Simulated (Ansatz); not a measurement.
**LiNbO3 (R3c): band gap by G0W0 on HSE06**

How far does one-shot GW move the HSE06 gap of LiNbO3 (R3c)?

Program: Ansatz 0.2.0. Level of theory: HSE06, then G0W0 on it, plane waves, PAW. Results are calculated unless marked as measured.

### Step 1. Set-up

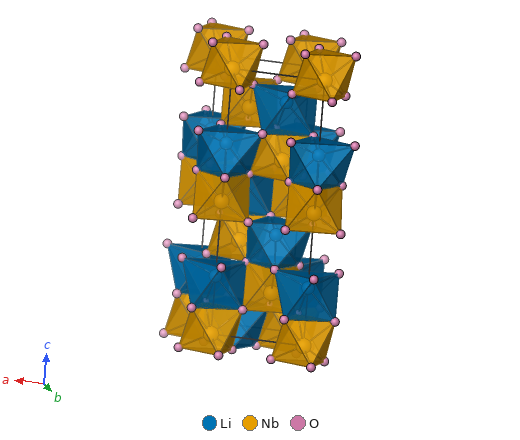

The starting structure, seen from a free direction (lithium blue, niobium orange, oxygen pink). This picture shows the conventional cell, with its axes. Some periodic images of atoms are drawn too.

The cell and positions come from the Crystallography Open Database and are kept as given unless a step says otherwise.

The logs state that the PAW files were generated under PBE.

### Step 2. The starting point: HSE06

HSE06 mixes in a quarter of exact exchange at short range.

This step: DFT, HSE06, plane waves, PAW; PAW set soft_1.

Input file input.yaml:

```yaml
crystal:
  lattice:
    - [2.5758, 1.4871388234, 4.623]
    - [-2.5758, 1.4871388234, 4.623]
    - [0.0, -2.9742776468, 4.623]
  atoms:
    - { symbol: Li, position: [0.2815, 0.2815, 0.2815] }
    - { symbol: Li, position: [0.7815, 0.7815, 0.7815] }
    - { symbol: Nb, position: [5.5e-05, 5.5e-05, 5.5e-05] }
    - { symbol: Nb, position: [0.500055, 0.500055, 0.500055] }
    - { symbol: O, position: [0.11231, 0.35836, 0.71959] }
    - { symbol: O, position: [0.71959, 0.11231, 0.35836] }
    - { symbol: O, position: [0.35836, 0.71959, 0.11231] }
    - { symbol: O, position: [0.21959, 0.85836, 0.61231] }
    - { symbol: O, position: [0.85836, 0.61231, 0.21959] }
    - { symbol: O, position: [0.61231, 0.21959, 0.85836] }
kpoints:
  mp_grid: { grid: [4, 4, 4] }
  band_path:
    path:
      - [0.0, 0.0, 0.0]
      - [-0.5, -0.5, -0.5]
      - [-0.5, -0.23565315, -0.76434685]
      - [-0.23565315, 0.23565315, -0.5]
      - [0.0, 0.0, -0.5]
      - [0.0, 0.36782657, -0.36782657]
      - [-0.36782657, 0.0, -0.63217343]
      - [-0.5, 0.0, -0.5]
      - [-0.15, -0.15, -0.15]
      - [-0.381043913, 0.0, -0.618956087]
    npoints: 1
hamiltonian:
  xc: hse06
  pseudopotentials: { kind: paw, azcp: { folder: soft_1 } }
scf:
  occupations: { method: fixed }
  n_extra_bands: 7
output:
  eigenvalues: true
```

Launch:

```
> ansatz run input.yaml --threads 4 --pin off --max-ram 138240MiB --backend cuda --events-out ev --progress --plain --runs-dir out --devices 1 --max-vram 26GiB
```

Numbers of over 12 decimals in the logs are rounded to 6 here.

The log of the run:

```text
scf.n_extra_bands = 7 over 34 filled bands (N_el = 68.0): the run solves 41 bands
GPUs: using 1 of 1 available (devices: 1).
Engine: ansatz 0.2.0, x86_64-unknown-linux-gnu
Pseudopotentials: kind: paw
Pseudopotential: Li, paw, valence charge 3, recommended cutoff 420 eV (normal), soft_1/Li.paw.azcp
Pseudopotential: Nb, paw, valence charge 13, recommended cutoff 420 eV (normal), soft_1/Nb.paw.azcp
Pseudopotential: O, paw, valence charge 6, recommended cutoff 420 eV (normal), soft_1/O.paw.azcp
Functional definition: HSE06
  parameter a = 0.25
  parameter omega = 0.11/bohr
  exchange = pbe_x - a*pbe_x_sr(omega) + a*exact_x_sr(omega)
  correlation = pbe_c
davidson cushion auto → on  (no smearing: the cushion is to keep the highest requested band from converging to the state above it; pin scf.eigensolver.cushion to override)
device memory: the entry about to start is reckoned to put 3.0 GiB on a device that reports 55.4 GiB free (of which the cap on the GPU budget leaves the run 26.0 GiB)
GPU FFT provider: cuFFT
GPU libraries: cuBLAS 13.8.2, cuFFT 12.4.0, cuSOLVER 12.3.4
Crystal: 10 atoms, lattice volume = 106.252 Å³
Basis set: ecut = 420 eV, 2091 PW (Γ)
Bands: 41, of which v1, the nominal top of the filled ones, is band 34 counted from 1 (33 counted from 0)
Symmetry: 6 space group operations
Space group: R3c (ITA 161), of the structure as read, at distance tolerance 4.7e-5 Å
k-points: 13 of 64 (time reversal used)
Non-local potential: Li, projectors of the file, l = 0: 3, l = 1: 2, l = 2: 1
Non-local potential: Nb, projectors of the file, l = 0: 3, l = 1: 2, l = 2: 2, l = 3: 1
Non-local potential: O, projectors of the file, l = 0: 2, l = 1: 2, l = 2: 1
PAW form: soft (Blöchl's): semilocal exchange-correlation on the pseudo side does not see the compensation charge
PAW frozen core: Nb, regenerated for the run's functional, and the local potential with it (the file was generated under x = pbe(κ = 0.804, μ = 0.219515), c = pbe(β = 0.066725))
PAW frozen core: O, regenerated for the run's functional, and the local potential with it (the file was generated under x = pbe(κ = 0.804, μ = 0.219515), c = pbe(β = 0.066725))
PAW one-centre angular grid: Li, 110 points (default); XC on 160 Gauss nodes
PAW one-centre angular grid: Nb, 590 points (default); XC on 64 Gauss nodes
PAW one-centre angular grid: O, 110 points (default); XC on 96 Gauss nodes
Initial density: superposition of atomic densities (chi_scale 0.1, normalization cell, long waves kept (reshape's long-wave potential 0.00 eV rms))
Initial wavefunctions: pseudopotential atomic-orbital guess
GPU buffer pool allocated for 64000 grid points (all kernels)
GPU transforms: local potential and band sums: pruned to the plane-wave sphere, on 40×40×40
Functional: x = pbe(κ = 0.804, μ = 0.219515), c = pbe(β = 0.066725), warm-up for x = pbe(κ = 0.804, μ = 0.219515) + 0.25 (exact − pbe) at short range (hse, ω = 0.207870 Å⁻¹), c = pbe(β = 0.066725); HSE06 as pw.x's `hse` composes it (authors' and Libxc's form: `xc: wpbeh`)
SCF iter   1: F=—  HF=-12931.165266 eV  |F-HF|=—  |Δ(HF+E_count)|=         —  Δρ=9.52e-2  dr2=1.01e1  ethr=1.00e-1  ⟨swp⟩=3.8  Hψ=1643  notcnv=0
preconditioner: auto → none  [insulator: Δε(μ)=5.012 eV  Ē_g=11.681 eV  n_scr=26 (ndim 8)  ℏωp=25.0 eV  f_vac=0.000]
SCF iter   2: F=—  HF=-12931.487803 eV  |F-HF|=—  |Δ(HF+E_count)|=   3.23e-1  Δρ=1.07e-1  dr2=1.11e1  ethr=1.48e-2  ⟨swp⟩=3.9  Hψ=1561  notcnv=0  defer=1
iter 3 solved again at ethr=7.26e-4 eV; its pass at ethr=1.48e-2 eV (dr2=4.94e-1 eV) is discarded
SCF iter   3: F=—  HF=-12929.509136 eV  |F-HF|=—  |Δ(HF+E_count)|=    1.98e0  Δρ=2.73e-2  dr2=5.44e-1  ethr=7.26e-4  ⟨swp⟩=3.0  Hψ=2612  notcnv=0
SCF iter   4: F=—  HF=-12929.540916 eV  |F-HF|=—  |Δ(HF+E_count)|=   3.18e-2  Δρ=4.72e-3  dr2=2.66e-2  ethr=7.26e-4  ⟨swp⟩=3.0  Hψ=1263  notcnv=0
SCF iter   5: F=—  HF=-12929.541603 eV  |F-HF|=—  |Δ(HF+E_count)|=   6.87e-4  Δρ=1.97e-3  dr2=5.10e-3  ethr=3.92e-5  ⟨swp⟩=3.0  Hψ=1278  notcnv=0
SCF iter   6: F=-12929.540813 eV  HF=-12929.541174 eV  |F-HF|=3.61e-4  |Δ(HF+E_count)|=   4.29e-4  Δρ=5.40e-4  dr2=4.55e-4  ethr=7.50e-6  ⟨swp⟩=3.0  Hψ=1360  notcnv=0
SCF 1 stopped early in 6 iterations: F = -12929.540813 eV  dr2 = 4.55e-4
  greatest PAW one-centre occupation: 1.000 electrons in one spin orbital (limit 2), on the Li atom at site 1 (counted from 0), in its partial waves of l = 0
device memory: the entry about to start is reckoned to put 3.6 GiB on a device that reports 55.4 GiB free (of which the cap on the GPU budget leaves the run 26.0 GiB)
GPU FFT provider: cuFFT
GPU libraries: cuBLAS 13.8.2, cuFFT 12.4.0, cuSOLVER 12.3.4
Initial density: handed on by an earlier stage of this run
Initial wavefunctions: those handed on with the density
GPU buffer pool allocated for 64000 grid points (all kernels)
GPU transforms: local potential and band sums: pruned to the plane-wave sphere, on 40×40×40
Functional: x = pbe(κ = 0.804, μ = 0.219515) + 0.25 (exact − pbe) at short range (hse, ω = 0.207870 Å⁻¹), c = pbe(β = 0.066725); HSE06 as pw.x's `hse` composes it (authors' and Libxc's form: `xc: wpbeh`)
Exchange kernel: α = 0.2500, screened, ω = 0.2079 Å⁻¹, Wigner–Seitz truncation, v(0) = 1045.3872 eV·Å³, q-mesh 4×4×4, nearest image of the exchange supercell L = 20.61 Å, pair-density grid 24×24×24, without the augmentation charges, whose exchange is taken in its separable form by FFT convolution over the k-point mesh (sized by the pseudopotential files, 30×32×32 at the most), smooth part of the exact exchange by density-matrix convolution in up to 2.83 GiB of GPU memory as planned if the GPU has room (build and FFT work areas not counted)
Frozen-core exchange: fock
SCF iter   1: F=—  HF=-12932.818060 eV  |F-HF|=—  |Δ(HF+E_count)|=         —  Δρ=1.85e-2  dr2=6.39e-1  ethr=6.69e-6  ⟨swp⟩=6.2  Hψ=2550  notcnv=0
preconditioner: auto → none  [insulator: Δε(μ)=5.535 eV  Ē_g=13.076 eV  n_scr=26 (ndim 8)  ℏωp=25.0 eV  f_vac=0.020]
SCF iter   2: F=—  HF=-12932.643689 eV  |F-HF|=—  |Δ(HF+E_count)|=   1.74e-1  Δρ=4.11e-3  dr2=2.92e-2  ethr=6.69e-6  ⟨swp⟩=5.0  Hψ=2212  notcnv=0
SCF iter   3: F=—  HF=-12932.674262 eV  |F-HF|=—  |Δ(HF+E_count)|=   3.06e-2  Δρ=2.32e-3  dr2=8.55e-3  ethr=6.69e-6  ⟨swp⟩=4.0  Hψ=1724  notcnv=0
SCF iter   4: F=—  HF=-12932.672037 eV  |F-HF|=—  |Δ(HF+E_count)|=   2.22e-3  Δρ=3.42e-4  dr2=1.13e-4  ethr=6.69e-6  ⟨swp⟩=3.0  Hψ=1317  notcnv=0
SCF iter   5: F=—  HF=-12932.672809 eV  |F-HF|=—  |Δ(HF+E_count)|=   7.72e-4  Δρ=5.65e-4  dr2=3.40e-4  ethr=7.86e-8  ⟨swp⟩=4.3  Hψ=2134  notcnv=0
SCF iter   6: F=-12932.672706 eV  HF=-12932.672726 eV  |F-HF|=1.95e-5  |Δ(HF+E_count)|=   8.33e-5  Δρ=1.22e-4  dr2=2.27e-5  ethr=7.86e-8  ⟨swp⟩=3.8  Hψ=1696  notcnv=0
SCF 2 stopped early in 6 iterations: F = -12932.672706 eV  dr2 = 2.27e-5
  greatest PAW one-centre occupation: 1.000 electrons in one spin orbital (limit 2), on the Nb atom at site 3 (counted from 0), in its partial waves of l = 0
hybrid outer 1: dexx = +4.023e-2 eV, tail = 1.02e-4 eV
GPU FFT provider: cuFFT
GPU libraries: cuBLAS 13.8.2, cuFFT 12.4.0, cuSOLVER 12.3.4
GPU buffer pool allocated for 64000 grid points (all kernels)
GPU transforms: local potential and band sums: pruned to the plane-wave sphere, on 40×40×40
Exchange kernel: α = 0.2500, screened, ω = 0.2079 Å⁻¹, Wigner–Seitz truncation, v(0) = 1045.3872 eV·Å³, q-mesh 4×4×4, nearest image of the exchange supercell L = 20.61 Å, pair-density grid 24×24×24, without the augmentation charges, whose exchange is taken in its separable form by FFT convolution over the k-point mesh (sized by the pseudopotential files, 30×32×32 at the most), smooth part of the exact exchange by density-matrix convolution in up to 2.83 GiB of GPU memory as planned if the GPU has room (build and FFT work areas not counted)
Frozen-core exchange: fock
SCF iter   1: F=—  HF=-12932.672285 eV  |F-HF|=—  |Δ(HF+E_count)|=         —  Δρ=8.61e-5  dr2=5.85e-6  ethr=7.50e-7  ⟨swp⟩=2.2  Hψ=1188  notcnv=0
preconditioner: auto → none  [insulator: Δε(μ)=5.066 eV  Ē_g=12.692 eV  n_scr=26 (ndim 8)  ℏωp=25.0 eV  f_vac=0.022]
iter 2 solved again at ethr=7.17e-10 eV; its pass at ethr=7.87e-9 eV (dr2=4.87e-7 eV) is discarded
SCF iter   2: F=—  HF=-12932.672285 eV  |F-HF|=—  |Δ(HF+E_count)|=   4.69e-7  Δρ=2.27e-5  dr2=6.10e-7  ethr=7.17e-10  ⟨swp⟩=2.0  Hψ=2889  notcnv=0
SCF iter   3: F=—  HF=-12932.672287 eV  |F-HF|=—  |Δ(HF+E_count)|=   1.84e-6  Δρ=3.28e-5  dr2=1.56e-6  ethr=7.13e-10  ⟨swp⟩=4.6  Hψ=1787  notcnv=0
SCF iter   4: F=-12932.672287 eV  HF=-12932.672287 eV  |F-HF|=3.02e-8  |Δ(HF+E_count)|=   4.17e-7  Δρ=4.60e-6  dr2=4.15e-8  ethr=7.13e-10  ⟨swp⟩=3.2  Hψ=1463  notcnv=0
SCF 3 converged in 4 iterations: F = -12932.672287 eV  dr2 = 4.15e-8
hybrid outer 2: dexx = +1.613e-6 eV, tail = 9.91e-8 eV, Δε = 4.55e-3 eV (about 1.68e-4 eV left of the loop's levels)
device memory: the entry about to start is reckoned to put 0.9 GiB on a device that reports 56.2 GiB free (of which the cap on the GPU budget leaves the run 26.0 GiB)
NSCF: frozen V_eff on 10 k-points
hybrid SCF converged: 2 outer / 10 inner (+6 warm-up), last move |dexx| = 1.61e-6 eV, tail = 9.91e-8 eV
Stability not checked: this state was not tested for a lower state beside it, because the functional holds exact exchange (a hybrid, or Hartree-Fock), whose exchange loop this test does not read (fock_operator; see scf.lower_state_search)
Free energy (F): -12932.672287 eV
Frozen-core exchange: fock
Harris-Foulkes:  -12932.672287 eV  (|F-HF|=3.02e-8)
Internal energy: -12932.672287 eV  (E = F + TS)
E sigma→0 (E₀):  -12932.672287 eV
Fermi energy:    6.124779 eV
--- Per-component energies (eV) ---
  E_band       = -670.844120
  E_kinetic    = 1798.021573
  E_local      = -4184.651063  (includes V_loc(G=0)·N_el)
  E_nonlocal   = 440.290734
  E_hartree    = 1458.080947
  E_xc         = -628.032870
  E_vxc        = -777.347772  (∫ρ·V_xc dr)
  E_exx        = -212.158377  (= α·E_x^exact, valence–valence)
  E_paw        = -7129.318997  (= ΣΔE_a)
  E_vpaw       = -439.011725  (= ΣTr[D̂ρ^β])
  E_aug_tail   = 0.005207  (compensation charges beyond the density's cutoff)
  E_ewald      = -4473.914330
  E_core_change = -0.995110  (= ΣΔE_core)
  E_smearing   = -0.000000  (= −TS)
  E_closure    = -0.000000  (closes the sum)
  Σ components = -12932.672287   (vs F -12932.672287, Δ=0.00e0)
--- Band table (eV; the first three rows and the last of 13) ---
  k-point 0: bands = [... 30 lower, 5.3912, 5.5835, 6.1248, 6.1248, 11.1919, 11.1919, 11.6948, 12.9175, ... 3 higher]
  k-point 1: bands = [... 30 lower, 5.6132, 5.6846, 5.9099, 6.0373, 11.2461, 11.3701, 11.8487, 12.6389, ... 3 higher]
  k-point 2: bands = [... 30 lower, 5.8053, 5.8053, 5.8794, 5.8794, 11.5281, 11.5281, 12.4272, 12.4272, ... 3 higher]
  k-point 12: bands = [... 30 lower, 5.7785, 5.7785, 5.7785, 5.7785, 12.3614, 12.3614, 12.5671, 12.5671, ... 3 higher]
```

Run time: 23 s. Hardware: 1 × NVIDIA H100 80GB HBM3 (shared by 3 runs) with 4 threads of AMD EPYC 7R13 (Zen 3), shared host; peak memory 1.4 GiB; 55 s of CPU time.

This step gave:

```
gap                     : 5.033 eV
valence top at          : k = (-0.150, -0.150, -0.150)
conduction bottom at    : k = (-0.381, 0.000, -0.619)
least direct gap        : 5.067 eV
exact-exchange fraction : 0.25
```

Over mesh and listed points the gap is 5.033 eV, from k = (-0.150, -0.150, -0.150) to k = (-0.381, 0.000, -0.619). The least direct gap found is 5.067 eV, at k = Γ. On the 4×4×4 mesh alone the same run gives 5.067 eV, so that mesh misses an edge of HSE06: 5.067 − 5.033 = +0.034 eV.

[end of part 1 of 3]

[Paths, hosts, dates, memory and timing lines, banners, echoed tables and standing remarks are left out of the program output.]

[Logs are printed without paths, hosts, clocks, repeated set-up lines and the standing remarks that a program may print on its own settings, such as how far it seeks lower states.]

[Runs of the session that timed out or met a known fault of the program may be left out.]

[Cells called generated may have been cut or substituted from an entry of the Crystallography Open Database or the Materials Project.]

[Hosts, paths, dates, database ids (printed as entryN), source tags and the programs' standing remarks are cut or masked in the printed files.]

[Where an RPA ε∞ is given, it is that of the G0W0 mesh and is not shown converged in it. Names of k-points follow the symmetry that the program found, which can be lower than the space group named. Band edges on a path are those of the sampled points; other points can move an edge, and change direct to indirect where valleys lie close.]

[Hybrid gaps are those of their k-mesh and are not shown converged in it.]
